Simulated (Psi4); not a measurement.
# Single-point calculation of CClGaN

CClGaN, multiplicity 2, computed with CAM-B3LYP/def2-SVP, UKS (Psi4 1.11).

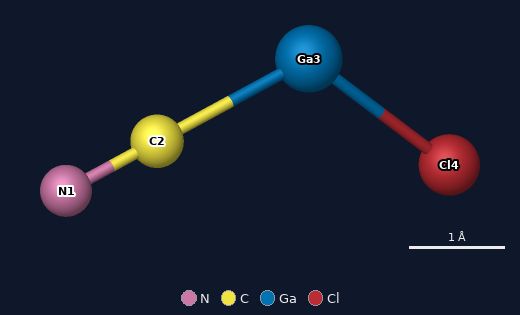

**Figure 1.** The structure (ball-and-stick view, seen at a tilt; atoms are numbered from 1 in the order of the input). Sticks mark near contacts.

### Key numbers

```tsv
quantity	value
outcome	converged
total energy	−2477.535708 hartree
basis functions	78
⟨S²⟩	0.752
dipole moment	2.77 D
hardware	1 thread of Intel Xeon (Sapphire Rapids), 32 GiB of memory available, shared host
wall time	6.9 s
peak memory	0.43 GiB
```

### Input file (calc.py)
```python
import psi4

psi4.set_memory(1600000000)
psi4.set_num_threads(1)
psi4.set_output_file('cclgan.out', False)

m = psi4.geometry("""
0 2
N      0.909600    -1.318100     1.914000
C      0.493500    -0.715000     1.025200
Ga    -0.199400     0.288700    -0.455700
Cl    -1.735500    -0.526200    -1.643200
units angstrom
symmetry c1
""")

psi4.set_options({
    'basis': 'def2-SVP',
    'reference': 'uks',
})

E, wfn = psi4.energy("cam-b3lyp", return_wfn=True)
print(f'total energy {E:.8f} hartree = {E * 27.211386:.5f} eV')
```

Launch command:
```bash
python calc.py
```

### The program's output
```
Psi4 1.11 release

   => Loading Basis Set <=

    Name: DEF2-SVP
    Role: ORBITAL
    Keyword: BASIS

         ---------------------------------------------------------
                                   SCF
                              UKS Reference
                        1 Threads,   1525 MiB Core
         ---------------------------------------------------------

  ==> Geometry <==

    Molecular point group: c1
    Full point group: C1

    Geometry (in Angstrom), charge = 0, multiplicity = 2:

       Center              X                  Y                   Z               Mass
    ------------   -----------------  -----------------  -----------------  -----------------
         N            1.338961665860    -1.121489218265     2.297116833312    14.003074004430
         C            0.922861665860    -0.518389218265     1.408316833312    12.000000000000
         GA           0.229961665860     0.485310781735    -0.072583166688    68.925573500000
         CL          -1.306138334140    -0.329589218265    -1.260083166688    34.968852682000

  Running in c1 symmetry.

  Rotational constants: A =      0.37618  B =      0.06790  C =      0.05752 [cm^-1]
  Rotational constants: A =  11277.44295  B =   2035.67776  C =   1724.40710 [MHz]
  Nuclear repulsion =  269.926066921716597

  Charge       = 0
  Multiplicity = 2
  Electrons    = 61
  Nalpha       = 31
  Nbeta        = 30

  ==> Algorithm <==

  SCF Algorithm Type is DF.
  DIIS enabled.
  MOM disabled.
  Fractional occupation disabled.
  Guess Type is SAD.
  Energy threshold   = 1.00e-06
  Density threshold  = 1.00e-06
  Integral threshold = 1.00e-12

  ==> Primary Basis <==

  Basis Set: DEF2-SVP
    Blend: DEF2-SVP
    Number of shells: 32
    Number of basis functions: 78
    Number of Cartesian functions: 84
    Spherical Harmonics?: true
    Max angular momentum: 2

  ==> DFT Potential <==

   => LibXC <=

    Version 7.1.2

   => Composite Functional: CAM-B3LYP <=

    CAM-B3LYP Hyb-GGA Exchange-Correlation Functional

    Deriv               =              1
    GGA                 =           TRUE
    Meta                =          FALSE

    Exchange Hybrid     =           TRUE
    MP2 Hybrid          =          FALSE

   => Exchange Functionals <=

    0.3500         Becke 88 [omega = 0.3300]
    0.4600   Short-range recipe for B88 functional - erf [omega = 0.3300]

   => Exact (HF) Exchange <=

    0.4600            HF,LR [omega = 0.3300]
    0.1900               HF

   => Correlation Functionals <=

    0.1900   Vosko, Wilk & Nusair (VWN5)
    0.8100   Lee, Yang & Parr

   => LibXC Density Thresholds  <==

    XC_HYB_GGA_XC_CAM_B3LYP:  1.00E-14

   => Molecular Quadrature <=

    Radial Scheme          =       TREUTLER
    Pruning Scheme         =           NONE
    Nuclear Scheme         =       TREUTLER

    Blocking Scheme        =         OCTREE
    BS radius alpha        =              1
    Pruning alpha          =              1
    Radial Points          =             75
    Spherical Points       =            302
    Total Points           =          86393
    Total Blocks           =            719
    Max Points             =            256
    Max Functions          =             75
    Weights Tolerance      =       1.00E-15

   => Loading Basis Set <=

    Name: (DEF2-SVP AUX)
    Role: JKFIT
    Keyword: DF_BASIS_SCF

  ==> Integral Setup <==

  DFHelper Memory: AOs need 0.075 GiB; user supplied 0.981 GiB.
  SCF_SUBTYPE=INCORE selected. In-core MEM_DF algorithm will be used.
  Using in-core AOs.

  ==> MemDFJK: Density-Fitted J/K Matrices <==

    J tasked:                   Yes
    K tasked:                   Yes
    wK tasked:                  Yes
    Omega:                3.300E-01
    Memory [MiB]:              1004
    Algorithm:                 Core
    Schwarz Cutoff:           1E-12
    Mask sparsity (%):       4.2078
    Fitting Condition:        1E-10

   => Auxiliary Basis Set <=

  Basis Set: (DEF2-SVP AUX)
    Blend: DEF2-UNIVERSAL-JKFIT
    Number of shells: 148
    Number of basis functions: 546
    Number of Cartesian functions: 708
    Spherical Harmonics?: true
    Max angular momentum: 5

  Cached 100.0% of DFT collocation blocks in 0.137 [GiB].

  Minimum eigenvalue in the overlap matrix is 3.1823243818E-03.
  Reciprocal condition number of the overlap matrix is 8.1080790532E-04.
    Using symmetric orthogonalization.

  ==> Pre-Iterations <==

  SCF Guess: Superposition of Atomic Densities via on-the-fly atomic UHF (no occupation information).

   -------------------------
    Irrep   Nso     Nmo
   -------------------------
     A         78      78
   -------------------------
    Total      78      78
   -------------------------

  ==> Iterations <==

                           Total Energy        Delta E     RMS |[F,P]|

   @DF-UKS iter SAD: -2473.52013020327058   -2.47352e+03   0.00000e+00
   @DF-UKS iter   1: -2475.63550616352040   -2.11538e+00   3.28325e-02 ADIIS/DIIS
   @DF-UKS iter   2: -2448.45489758553640    2.71806e+01   1.26030e-01 ADIIS
   @DF-UKS iter   3: -2476.38213794701369   -2.79272e+01   3.11484e-02 ADIIS/DIIS
   @DF-UKS iter   4: -2477.49712687912051   -1.11499e+00   3.62429e-03 ADIIS/DIIS
   @DF-UKS iter   5: -2477.49408277300790    3.04411e-03   4.05296e-03 ADIIS/DIIS
   @DF-UKS iter   6: -2477.53527660484542   -4.11938e-02   2.16126e-04 ADIIS/DIIS
   @DF-UKS iter   7: -2477.53560499221976   -3.28387e-04   1.05648e-04 ADIIS/DIIS
   @DF-UKS iter   8: -2477.53568704541112   -8.20532e-05   3.13462e-05 DIIS
   @DF-UKS iter   9: -2477.53570634016432   -1.92948e-05   1.37478e-05 DIIS
   @DF-UKS iter  10: -2477.53570824615053   -1.90599e-06   4.34560e-06 DIIS
   @DF-UKS iter  11: -2477.53570842977160   -1.83621e-07   1.26287e-06 DIIS
   @DF-UKS iter  12: -2477.53570844680644   -1.70348e-08   5.36592e-07 DIIS
  Energy and wave function converged.

  ==> Post-Iterations <==

   Electrons on quadrature grid:
      Nalpha   =   30.9999959628 ; deviation = -4.037e-06
      Nbeta    =   29.9999959422 ; deviation = -4.058e-06
      Ntotal   =   60.9999919050 ; deviation = -8.095e-06

   @Spin Contamination Metric:   2.432654668E-03
   @S^2 Expected:                7.500000000E-01
   @S^2 Observed:                7.524326547E-01
   @S   Expected:                5.000000000E-01
   @S   Observed:                5.000000000E-01

    Orbital Energies [Eh]
    ---------------------

    Alpha Occupied:

       1A   -372.658806     2A   -101.587096     3A    -46.037013
       4A    -40.804540     5A    -40.802627     6A    -40.801665
       7A    -14.420592     8A    -10.293527     9A     -9.542593
      10A     -7.310511    11A     -7.304247    12A     -7.303616
      13A     -5.638044    14A     -3.928292    15A     -3.922826
      16A     -3.920058    17A     -0.991376    18A     -0.989167
      19A     -0.977076    20A     -0.976173    21A     -0.975145
      22A     -0.973033    23A     -0.900712    24A     -0.614944
      25A     -0.490782    26A     -0.440780    27A     -0.432522
      28A     -0.430989    29A     -0.410029    30A     -0.407076
      31A     -0.301855

    Alpha Virtual:

      32A     -0.061046    33A      0.018592    34A      0.097813
      35A      0.100727    36A      0.107996    37A      0.130968
      38A      0.243242    39A      0.273704    40A      0.282732
      41A      0.371772    42A      0.396983    43A      0.452718
      44A      0.476815    45A      0.521066    46A      0.589842
      47A      0.591653    48A      0.608786    49A      0.704304
      50A      0.722756    51A      0.758135    52A      0.841190
      53A      0.845700    54A      0.873546    55A      0.886543
      56A      0.929545    57A      0.940791    58A      0.956205
      59A      1.031802    60A      1.046151    61A      1.072748
      62A      1.244441    63A      1.305230    64A      1.683581
      65A      1.690618    66A      1.751765    67A      1.773265
      68A      2.039179    69A      2.048561    70A      2.089362
      71A      2.097304    72A      2.185618    73A      2.332319
      74A      2.334060    75A      2.794582    76A      2.932444
      77A      2.935424    78A      3.391557

    Beta Occupied:

       1A   -372.657423     2A   -101.585928     3A    -46.036086
       4A    -40.804092     5A    -40.801441     6A    -40.800644
       7A    -14.420185     8A    -10.290172     9A     -9.541426
      10A     -7.307593    11A     -7.303598    12A     -7.302227
      13A     -5.635400    14A     -3.925985    15A     -3.920274
      16A     -3.918216    17A     -0.988619    18A     -0.985696
      19A     -0.974334    20A     -0.972673    21A     -0.972064
      22A     -0.969311    23A     -0.893731    24A     -0.596584
      25A     -0.475964    26A     -0.433153    27A     -0.429033
      28A     -0.425845    29A     -0.408139    30A     -0.401452

    Beta Virtual:

      31A     -0.106489    32A     -0.047888    33A      0.025834
      34A      0.104007    35A      0.108062    36A      0.116513
      37A      0.139729    38A      0.257612    39A      0.278435
      40A      0.300787    41A      0.390604    42A      0.413063
      43A      0.461238    44A      0.483005    45A      0.535681
      46A      0.594329    47A      0.598520    48A      0.611798
      49A      0.706432    50A      0.724397    51A      0.764900
      52A      0.844386    53A      0.848156    54A      0.879390
      55A      0.893734    56A      0.931310    57A      0.945584
      58A      0.965233    59A      1.034189    60A      1.048828
      61A      1.080065    62A      1.247868    63A      1.311220
      64A      1.688656    65A      1.695678    66A      1.758245
      67A      1.780588    68A      2.048038    69A      2.059938
      70A      2.100731    71A      2.103590    72A      2.194597
      73A      2.333504    74A      2.335302    75A      2.801175
      76A      2.935362    77A      2.939385    78A      3.394760

    Final Occupation by Irrep:
              A
    DOCC [    30 ]
    SOCC [     1 ]
    NA   [    31 ]
    NB   [    30 ]

  @DF-UKS Final Energy: -2477.53570844680644

   => Energetics <=

    Nuclear Repulsion Energy =            269.9260669217165969
    One-Electron Energy =               -3980.4954345463434038
    Two-Electron Energy =                1322.3410071300804702
    DFT Exchange-Correlation Energy =     -89.3073479522596045
    Empirical Dispersion Energy =           0.0000000000000000
    VV10 Nonlocal Energy =                  0.0000000000000000
    Total Energy =                      -2477.5357084468059838

  UHF NO Occupations:
  HONO-2 :   29  A 1.9997079
  HONO-1 :   30  A 1.9993685
  HONO-0 :   31  A 1.0000000
  LUNO+0 :   32  A 0.0006315
  LUNO+1 :   33  A 0.0002921
  LUNO+2 :   34  A 0.0001417
  LUNO+3 :   35  A 0.0000562

Computation Completed

Properties will be evaluated at   0.000000,   0.000000,   0.000000 [a0]

Properties computed using the SCF density matrix

 Multipole Moments:

 ------------------------------------------------------------------------------------
     Multipole            Electronic (a.u.)      Nuclear  (a.u.)        Total (a.u.)
 ------------------------------------------------------------------------------------

 L = 1.  Multiply by 2.5417464519 to convert [e a0] to [Debye]
 Dipole X            :          0.2152334           -0.3130112           -0.0977778
 Dipole Y            :          3.7098050           -2.8707629            0.8390421
 Dipole Z            :         -2.3111192            1.6218137           -0.6893056
 Magnitude           :                                                    1.0902726

 ------------------------------------------------------------------------------------

	total time  =          6 seconds =       0.10 minutes
```

### Standard output
```
total energy -2477.53570845 hartree = -67417.18049 eV
```
